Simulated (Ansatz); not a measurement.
## Geometry relaxation of SnH3Cl3O2

System: SnH3Cl3O2.
Method: RKS BLYP-D4/def2-SVP (Ansatz 0.2.0).

The input holds or restrains some coordinates. It belongs to a series of runs on one base structure; here: pulled along the bonds that form and break, towards end A. Figures and captions count atoms from 1; the log counts them from 0 in places.

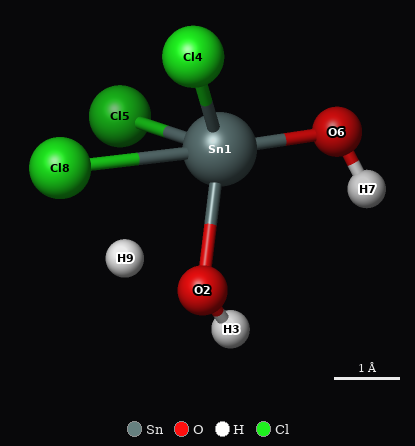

*The structure as given in the input (ball-and-stick view, seen at a tilt; atoms are numbered from 1 in the order of the input). Sticks mark near contacts.*

Bond lengths as drawn: Cl–Sn 2.41 to 2.71 Å, H–O 1.01 Å and O–Sn 1.96 to 2.31 Å.

### Input file
```yaml
crystal:
  periodic: [false, false, false]
  atoms:
    - { symbol: Sn, position_ang: [0.0, 0.0, 0.0] }
    - { symbol: O, position_ang: [0.0, 0.0, 2.31] }
    - { symbol: H, position_ang: [-0.9095, -0.2814, 2.6471] }
    - { symbol: Cl, position_ang: [2.2726, 0.0, -0.8025] }
    - { symbol: Cl, position_ang: [-1.1351, 1.9666, -0.8025] }
    - { symbol: O, position_ang: [-0.9232, -1.5994, -0.6527] }
    - { symbol: H, position_ang: [-1.3778, -2.065, 0.1197] }
    - { symbol: Cl, position_ang: [1.4213, 2.1433, 0.8545] }
    - { symbol: H, position_ang: [0.7379, 1.1128, 2.0705] }
basis:
  gaussian: { orbitals: def2-SVP }
hamiltonian:
  xc: blyp
  dispersion: d4
relax:
  f_tol: 0.15
  max_steps: 25
  restrain:
    - { distance: [0, 7], at: 3.61, k: 30.0 }
    - { distance: [8, 1], at: 2.21, k: 30.0 }
    - { distance: [0, 1], at: 1.96, k: 30.0 }
    - { distance: [8, 7], at: 1.37, k: 30.0 }
output:
  orbitals: {}
```

Hardware: 4 threads of Arm Neoverse V2, 24 GiB of memory available, shared host.

Run as:
```bash
ansatz run input.yaml --threads 4 --pin off --max-ram 5120MiB --backend cpu --events-out ev --progress --plain --runs-dir out
```

### The program's output
```
The last accepted step is kept in [file] (removed where the run ends without a failure and the disk answers)
Engine: ansatz 0.2.0, aarch64-unknown-linux-gnu
Functional definition: BLYP
  parameter beta = 0.0042
  parameter a = 0.04918
  parameter b = 0.132
  parameter c = 0.2533
  parameter d = 0.349
  exchange = b88_x(beta = beta)
  correlation = lyp_c(a = a, b = b, c = c, d = d)
1336 factors; their error is unknown
mean field evaluation 1: about -47513.4591 eV, gradient 8.1e1 eV
mean field evaluation 2: about -47372.6913 eV, gradient 2.3e2 eV
mean field evaluation 4: about -47522.9418 eV, gradient 3.1e1 eV
mean field evaluation 8: about -47525.9217 eV, gradient 2.3e0 eV
mean field evaluation 16: about -47525.8894 eV, gradient 2.2e-3 eV
mean field -47525.88937149 eV, -1746.5442201974 hartree, gradient 1.5e-5 eV, S^2 0.000000; 1 other end points of the search recorded, 0 dependent functions left out
the calculation of the forces begins
reference -47525.88973532 eV, -1746.5442335678 hartree; 46, 46 occupied and 77, 77 virtual orbitals, 1336 factors
relax step   1: F+E_penalty+E_count = -47526.55320338 eV  Δ(F+E_penalty+E_count) = +0.000e0 eV  max|allowed force component| = 2.940e0 eV/Å  E_restraint = 26.90427186 eV  max|allowed force component, restraints' pulls added| = 2.792e1 eV/Å  Δτ_max = 0.0000 Å  (47 SCF iters, accepted)
  distance Sn 0 - Cl 7 = 2.7100 Å
  distance H 8 - O 1 = 1.3565 Å
  distance Sn 0 - O 1 = 2.3100 Å
  distance H 8 - Cl 7 = 1.7342 Å
these checks for a lower state are left out or cut short: starts, cluster_reference, orbital_swaps, neighbouring_geometries, increment
1336 factors; their error is unknown
mean field evaluation 32: about -47526.1513 eV, gradient 1.8e-4 eV
mean field -47526.15125384 eV, -1746.5538441964 hartree, gradient 2.0e-5 eV, S^2 0.000000; 0 other end points of the search recorded, 0 dependent functions left out
[... from here on the field's lines of each further geometry are left out, up to the last ...]
relax step   2: F+E_penalty+E_count = -47526.80338984 eV  Δ(F+E_penalty+E_count) = -2.502e-1 eV  max|allowed force component| = 4.364e0 eV/Å  E_restraint = 12.01573689 eV  max|allowed force component, restraints' pulls added| = 1.969e1 eV/Å  Δτ_max = 0.1946 Å  (37 SCF iters, accepted)
relax step   3: F+E_penalty+E_count = -47527.12717306 eV  Δ(F+E_penalty+E_count) = -3.238e-1 eV  max|allowed force component| = 5.049e0 eV/Å  E_restraint = 3.80321457 eV  max|allowed force component, restraints' pulls added| = 9.335e0 eV/Å  Δτ_max = 0.1948 Å  (37 SCF iters, accepted)
relax step   4: F+E_penalty+E_count = -47527.61043104 eV  Δ(F+E_penalty+E_count) = -4.833e-1 eV  max|allowed force component| = 3.556e0 eV/Å  E_restraint = 0.54962702 eV  max|allowed force component, restraints' pulls added| = 3.767e0 eV/Å  Δτ_max = 0.1949 Å  (35 SCF iters, accepted)
relax step   5: F+E_penalty+E_count = -47528.08318276 eV  Δ(F+E_penalty+E_count) = -4.728e-1 eV  max|allowed force component| = 8.810e-1 eV/Å  E_restraint = 0.03330641 eV  max|allowed force component, restraints' pulls added| = 6.792e-1 eV/Å  Δτ_max = 0.1946 Å  (32 SCF iters, accepted)
relax step   6: F+E_penalty+E_count = -47528.20874913 eV  Δ(F+E_penalty+E_count) = -1.256e-1 eV  max|allowed force component| = 1.194e0 eV/Å  E_restraint = 0.01657580 eV  max|allowed force component, restraints' pulls added| = 5.341e-1 eV/Å  Δτ_max = 0.1950 Å  (31 SCF iters, accepted)
relax step   7: F+E_penalty+E_count = -47528.26595284 eV  Δ(F+E_penalty+E_count) = -5.720e-2 eV  max|allowed force component| = 9.487e-1 eV/Å  E_restraint = 0.02447160 eV  max|allowed force component, restraints' pulls added| = 2.243e-1 eV/Å  Δτ_max = 0.2000 Å  (33 SCF iters, accepted)
relax step   8: F+E_penalty+E_count = -47528.28900887 eV  Δ(F+E_penalty+E_count) = -2.306e-2 eV  max|allowed force component| = 8.162e-1 eV/Å  E_restraint = 0.02391451 eV  max|allowed force component, restraints' pulls added| = 5.860e-2 eV/Å  Δτ_max = 0.1958 Å  (32 SCF iters, accepted)
relax step   9: F+E_penalty+E_count = -47528.21884850 eV  Δ(F+E_penalty+E_count) = +7.016e-2 eV  max|allowed force component| = 1.808e0 eV/Å  E_restraint = 0.02275560 eV  max|allowed force component, restraints' pulls added| = 1.808e0 eV/Å  Δτ_max = 0.1905 Å  (35 SCF iters, rejected (line search))
relax step  10: F+E_penalty+E_count = -47528.28091356 eV  Δ(F+E_penalty+E_count) = +8.095e-3 eV  max|allowed force component| = 1.129e0 eV/Å  E_restraint = 0.02238904 eV  max|allowed force component, restraints' pulls added| = 6.023e-1 eV/Å  Δτ_max = 0.0930 Å  (30 SCF iters, rejected (line search))
the calculation of the forces begins
reference -47527.68382776 eV, -1746.6101652491 hartree; 46, 46 occupied and 77, 77 virtual orbitals, 1336 factors
relax step  11: F+E_penalty+E_count = -47528.29241836 eV  Δ(F+E_penalty+E_count) = -3.409e-3 eV  max|allowed force component| = 8.253e-1 eV/Å  E_restraint = 0.02375803 eV  max|allowed force component, restraints' pulls added| = 8.461e-2 eV/Å  Δτ_max = 0.0452 Å  (28 SCF iters, accepted)
  distance Sn 0 - Cl 7 = 3.6130 Å
  distance H 8 - O 1 = 2.2025 Å
  distance Sn 0 - O 1 = 1.9861 Å
  distance H 8 - Cl 7 = 1.3411 Å
1336 factors; their error is unknown
mean field evaluation 96: about -47527.6835 eV, gradient 7.4e-5 eV
```

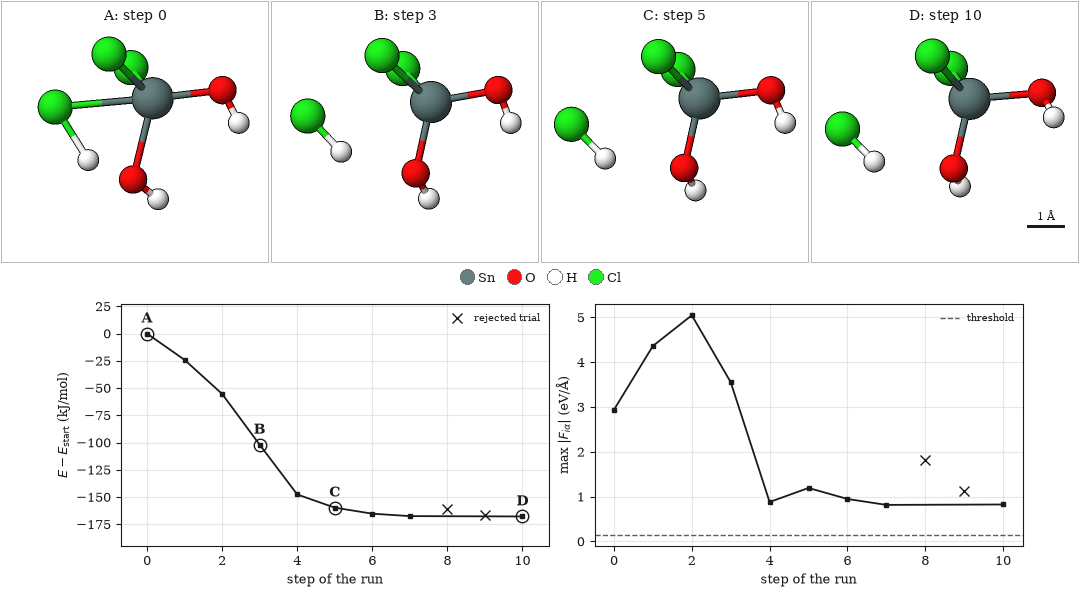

*Frames of the restrained relaxation (ball-and-stick view, seen on its broad side) above the curves, on which the letters mark them (the first geometry is step 0 here and step 1 in the log).*

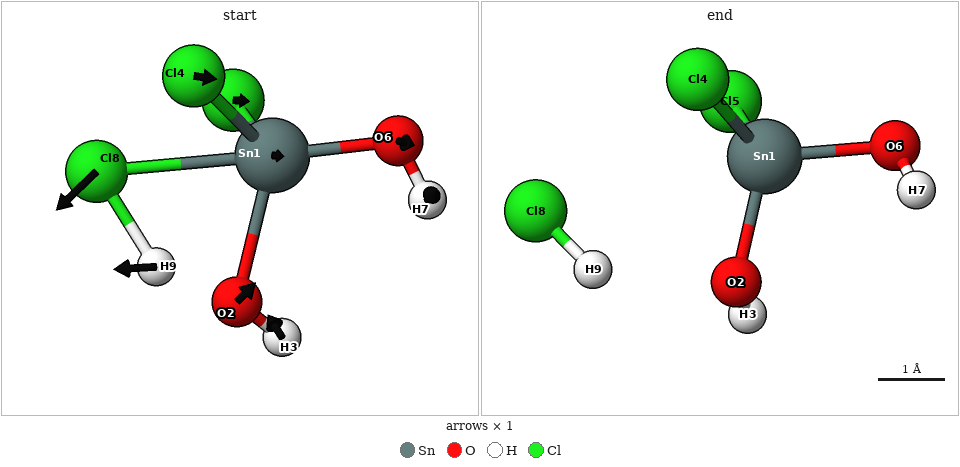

*Before (left) and after (right) the restrained relaxation, at one scale (ball-and-stick view, seen on its broad side). The black arrows give the displacements, at true length.*

Cl8 moves most after the best rigid fit: 0.88 Å. Largest moves by element: Cl 0.88 Å, H 0.69 Å, O 0.43 Å, Sn 0.20 Å. Among the contacts that change: Sn1–Cl8 2.710 → 3.613 Å, Cl8–H9 1.734 → 1.341 Å, Sn1–O2 2.310 → 1.986 Å, Sn1–Cl4 2.410 → 2.358 Å. New bonds form: Cl8–H9 (1.73 → 1.34 Å). Bonds break: Sn1–Cl8 (2.71 → 3.61 Å). Among the angles that change: Cl5–Sn1–O6 109.5° → 104.4°, O2–Sn1–Cl5 109.5° → 114.1°, Cl4–Sn1–Cl5 109.5° → 113.8°. The energy falls by 167.8 kJ/mol in 10 geometry steps. The largest force component goes from 2.9 to 0.83 eV/Å. The line search rejected the trial steps at points 8, 9 (counted from 0) and went back. (Atoms are counted from 1 in the order of the input.)

```
mean field -47527.68345294 eV, -1746.6101514747 hartree, gradient 7.4e-5 eV, S^2 0.000000; 1 other end points of the search recorded, 0 dependent functions left out
the calculation of the forces begins
reference -47527.68382776 eV, -1746.6101652491 hartree; 46, 46 occupied and 77, 77 virtual orbitals, 1336 factors
Total energy: -47528.29279318 eV, -1746.6325443155 hartree
Atom 0 at    -0.168376    -0.115867    -0.027852 Å, force    -0.090995    -0.032370    -0.805008 eV/Å
Atom 1 at    -0.075268    -0.194895     1.954484 Å, force     0.090860     0.159762     0.825290 eV/Å
Atom 2 at    -0.913149     0.137963     2.346643 Å, force     0.074193    -0.020689    -0.026849 eV/Å
Atom 3 at     2.037637    -0.304498    -0.840502 Å, force     0.004930    -0.013110     0.010145 eV/Å
Atom 4 at    -1.334459     1.758220    -0.862287 Å, force    -0.002593    -0.003927    -0.001041 eV/Å
Atom 5 at    -1.260073    -1.690311    -0.624581 Å, force    -0.015669    -0.006777     0.038930 eV/Å
Atom 6 at    -1.100757    -2.430314     0.001793 Å, force     0.020518     0.007543    -0.049149 eV/Å
Atom 7 at     1.619639     2.601896     1.544015 Å, force    -0.178117    -0.644686     0.503278 eV/Å
Atom 8 at     1.281005     1.514704     2.252388 Å, force     0.096873     0.554253    -0.495595 eV/Å
Dipole moment:    -0.261749    -0.310334     0.482747 e Å
```

### Trajectory as extended XYZ (Å, eV, eV/Å), 11 frames, from step=1 to step=11
```
9
Properties=species:S:1:pos:R:3:forces:R:3 step=1 energy=-47526.55320
Sn    0.0000    0.0000    0.0000    1.4260   2.0849   0.5280
O     0.0000    0.0000    2.3100   -0.0117  -0.3362  -1.7613
H    -0.9095   -0.2814    2.6471    1.0314   1.0244  -0.0517
Cl    2.2726    0.0000   -0.8025   -0.1177  -1.6865  -0.8875
Cl   -1.1351    1.9666   -0.8025   -0.8032  -0.6831  -0.3368
O    -0.9232   -1.5994   -0.6527   -1.0312  -1.3478   0.9589
H    -1.3778   -2.0650    0.1197    0.4904   0.4223  -0.9918
Cl    1.4213    2.1433    0.8545   -0.5282   0.1007   2.9402
H     0.7379    1.1128    2.0705   -0.4558   0.4213  -0.3980
9
Properties=species:S:1:pos:R:3:forces:R:3 step=2 energy=-47526.80339
Sn   -0.0716   -0.1078    0.0228    2.7084   4.3641   1.1696
O    -0.0528   -0.1019    2.2310    0.5989   0.0836  -1.6991
H    -0.9201   -0.2803    2.6537   -0.0858   0.2792  -0.0421
Cl    2.2645   -0.0182   -0.8089   -1.0074  -1.1013  -0.1410
Cl   -1.1419    1.9542   -0.8041   -0.1993  -1.1020   0.0853
O    -0.9397   -1.6262   -0.6562   -1.7607  -2.7815  -0.2650
H    -1.3784   -2.0671    0.1166    0.0452  -0.1550  -0.5837
Cl    1.4967    2.2655    0.9859   -1.0003  -1.0117   2.7253
H     0.8296    1.2588    2.0032    0.7008   1.4244  -1.2494
9
Properties=species:S:1:pos:R:3:forces:R:3 step=3 energy=-47527.12717
Sn   -0.1194   -0.1763    0.0459    3.0070   5.0486   0.9905
O    -0.1065   -0.2091    2.1531    0.9804   0.1360  -1.1893
H    -0.9343   -0.2835    2.6530   -0.5968   0.0738  -0.0664
Cl    2.2433   -0.0277   -0.8040   -1.3261  -0.8292   0.2216
Cl   -1.1390    1.9361   -0.7990    0.0397  -1.2173   0.2801
O    -0.9647   -1.6672   -0.6675   -1.7426  -2.9685  -1.0963
H    -1.3839   -2.0773    0.1132   -0.3785  -0.6754  -0.0898
Cl    1.5582    2.3624    1.0857   -0.8339  -0.9023   2.0295
H     0.9325    1.4194    1.9636    0.8510   1.3343  -1.0798
9
Properties=species:S:1:pos:R:3:forces:R:3 step=4 energy=-47527.61043
Sn   -0.1455   -0.2037    0.0483    2.1435   3.5557  -0.3311
O    -0.1315   -0.2775    2.0666    0.3932   0.0496   0.2306
H    -0.9385   -0.2798    2.6285   -0.0243   0.1075  -0.5002
Cl    2.1920   -0.0509   -0.7878   -1.2151  -0.5705   0.3604
Cl   -1.1354    1.8945   -0.7864    0.0752  -0.9878   0.3026
O    -1.0052   -1.7342   -0.6912   -0.9360  -1.6046  -0.7136
H    -1.4054   -2.1146    0.1106   -0.4739  -0.7887   0.0780
Cl    1.6401    2.4950    1.2027   -0.5116  -0.5536   1.0858
H     1.0157    1.5481    1.9528    0.5489   0.7924  -0.5125
9
Properties=species:S:1:pos:R:3:forces:R:3 step=5 energy=-47528.08318
Sn   -0.1268   -0.1614    0.0097    0.3718   0.7152  -0.6758
O    -0.0974   -0.2695    1.9967    0.1781   0.1179   0.8810
H    -0.9197   -0.2562    2.5430    0.1906   0.1095  -0.5465
Cl    2.1122   -0.1260   -0.7672   -0.2202  -0.2388   0.0704
Cl   -1.1629    1.8269   -0.7710   -0.1391  -0.1623   0.0185
O    -1.0402   -1.7753   -0.6912   -0.1931  -0.2202  -0.0785
H    -1.4384   -2.1858    0.1034   -0.1508  -0.3160   0.0028
Cl    1.7001    2.6142    1.3443   -0.4911  -0.6604   0.6548
H     1.0592    1.6100    1.9764    0.4538   0.6551  -0.3267
9
Properties=species:S:1:pos:R:3:forces:R:3 step=6 energy=-47528.20875
Sn   -0.1210   -0.1461   -0.0382   -0.0228   0.1710  -0.7565
O    -0.0279   -0.2538    1.9395   -0.2290   0.1975   1.1944
H    -0.8806   -0.1226    2.4305    0.4283  -0.0147  -0.4647
Cl    2.1034   -0.2264   -0.8065   -0.0514  -0.0695  -0.0306
Cl   -1.2560    1.7924   -0.8002   -0.0197  -0.1169   0.0038
O    -1.0895   -1.7750   -0.6878   -0.1433  -0.0951   0.1283
H    -1.4231   -2.2582    0.1041    0.0919   0.0415  -0.1653
Cl    1.6696    2.6302    1.4402   -0.4373  -0.7096   0.6584
H     1.1113    1.6364    2.1624    0.3833   0.5957  -0.5677
9
Properties=species:S:1:pos:R:3:forces:R:3 step=7 energy=-47528.26595
Sn   -0.1199   -0.1189   -0.0398   -0.1388  -0.0289  -0.8638
O    -0.0428   -0.2301    1.9423   -0.0200   0.1964   0.9487
H    -0.8809    0.0680    2.3699    0.2098  -0.0470  -0.2047
Cl    2.0594   -0.3029   -0.9140    0.0301   0.0429   0.0536
Cl   -1.3219    1.7347   -0.8809    0.0244   0.0278   0.0330
O    -1.1440   -1.7234   -0.6716   -0.0891  -0.1352   0.2243
H    -1.2795   -2.3176    0.1037    0.0578   0.0762  -0.1862
Cl    1.5975    2.6238    1.5677   -0.2252  -0.6690   0.4861
H     1.2183    1.5433    2.2668    0.1511   0.5368  -0.4909
9
Properties=species:S:1:pos:R:3:forces:R:3 step=8 energy=-47528.28901
Sn   -0.1611   -0.1127   -0.0329   -0.0836  -0.0517  -0.8162
O    -0.0787   -0.2017    1.9495    0.2325   0.1127   0.7552
H    -0.9221    0.1168    2.3327   -0.0585   0.0415   0.0566
Cl    2.0430   -0.2886   -0.8544   -0.0048  -0.0117   0.0183
Cl   -1.3263    1.7651   -0.8630   -0.0033  -0.0174  -0.0002
O    -1.2421   -1.6980   -0.6205   -0.0361   0.0361  -0.0190
H    -1.1235   -2.4160    0.0381    0.0404  -0.0141  -0.0110
Cl    1.6200    2.6032    1.5499   -0.1822  -0.6549   0.4907
H     1.2770    1.5087    2.2446    0.0956   0.5595  -0.4745
9
Properties=species:S:1:pos:R:3:forces:R:3 step=9 energy=-47528.21885 accepted=F
Sn   -0.1949   -0.1140   -0.0214   -0.0707  -0.0193  -0.7723
O    -0.0933   -0.1792    1.9613   -0.0835   0.2682   0.8761
H    -0.9273    0.1934    2.3366    0.2344  -0.1156  -0.0477
Cl    2.0218   -0.3084   -0.8086   -0.0110  -0.0526  -0.0139
Cl   -1.3437    1.7674   -0.8573   -0.0218   0.0141  -0.0098
O    -1.3339   -1.6683   -0.5915    0.8023  -1.8076   1.1392
H    -0.9869   -2.4999   -0.0648   -0.7678   1.7848  -1.1791
Cl    1.6398    2.5839    1.5349   -0.1760  -0.6440   0.5312
H     1.3047    1.5021    2.2549    0.0941   0.5721  -0.5237
9
Properties=species:S:1:pos:R:3:forces:R:3 step=10 energy=-47528.28091 accepted=F
Sn   -0.1673   -0.1240   -0.0265   -0.1375  -0.0279  -0.7967
O    -0.0558   -0.2011    1.9557   -0.4468   0.4131   1.1290
H    -0.8755    0.1853    2.3748    0.5829  -0.2988  -0.3626
Cl    2.0315   -0.3320   -0.8479    0.0422  -0.0003   0.0027
Cl   -1.3489    1.7338   -0.8730    0.0079   0.0334   0.0108
O    -1.2626   -1.6872   -0.6464   -0.0450   0.2194  -0.0947
H    -1.1087   -2.4295   -0.0318    0.0562  -0.2455   0.1347
Cl    1.6105    2.5987    1.5496   -0.2021  -0.6546   0.5511
H     1.2629    1.5329    2.2894    0.1422   0.5612  -0.5743
9
Properties=species:S:1:pos:R:3:forces:R:3 step=11 energy=-47528.29242
Sn   -0.1684   -0.1159   -0.0279   -0.0910  -0.0324  -0.8050
O    -0.0753   -0.1949    1.9545    0.0909   0.1598   0.8253
H    -0.9131    0.1380    2.3466    0.0742  -0.0207  -0.0268
Cl    2.0376   -0.3045   -0.8405    0.0049  -0.0131   0.0101
Cl   -1.3345    1.7582   -0.8623   -0.0026  -0.0039  -0.0010
O    -1.2601   -1.6903   -0.6246   -0.0157  -0.0068   0.0389
H    -1.1008   -2.4303    0.0018    0.0205   0.0075  -0.0491
Cl    1.6196    2.6019    1.5440   -0.1781  -0.6447   0.5033
H     1.2810    1.5147    2.2524    0.0969   0.5543  -0.4956
```

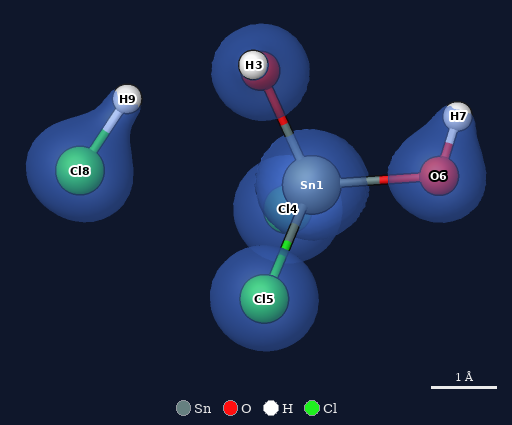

*Isosurface of the total electron density at 1 e/Å³ (blue), seen at a tilt.*

At this value the surface falls into six separate pieces. It is pinched off along the Sn···Cl (3.61 Å), Sn–O (1.99 Å) and Sn–Cl (2.36 Å) contacts. On the grid the lowest density along these lines, outside the cores, is 0.05 e/Å³ (Sn···Cl, 3.61 Å), 0.72 e/Å³ (Sn–O, 1.99 Å), 0.52 e/Å³ (Sn–Cl, 2.36 Å) and 2.2 e/Å³ (O–H, 0.98 Å).

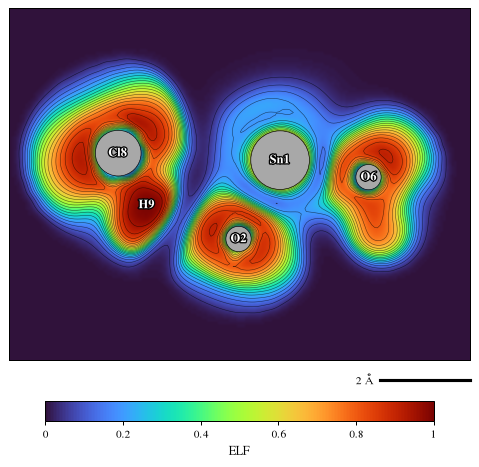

*Electron localisation function on the plane of atoms O2, Sn1 and O6. Grey discs, where drawn, cover atomic cores.*

Sn1···Cl8 (3.61 Å): the ELF is only about 0.05 between them; a non-bonded, intermolecular contact. Sn–O (1.99 Å): the ELF peaks at about 0.85 in the valence shell of O, 0.5 Å from its nucleus, and drops to about 0.15 between the two atoms. Cl–H (1.34 Å): the ELF climbs to about 1 towards the hydrogen, as it does in any bond to H.

### Results in brief

| quantity | value |
| --- | --- |
| outcome | converged under the restraints of the input |
| total energy | −47528.2928 eV |
| mean-field energy | −47527.6838 eV |
| largest force (length of the vector) at the end, held atoms and coordinates included | 0.846 eV/Å |
| wall time | 16 s (CPU time 59 s) |
| peak memory | 0.19 GiB |
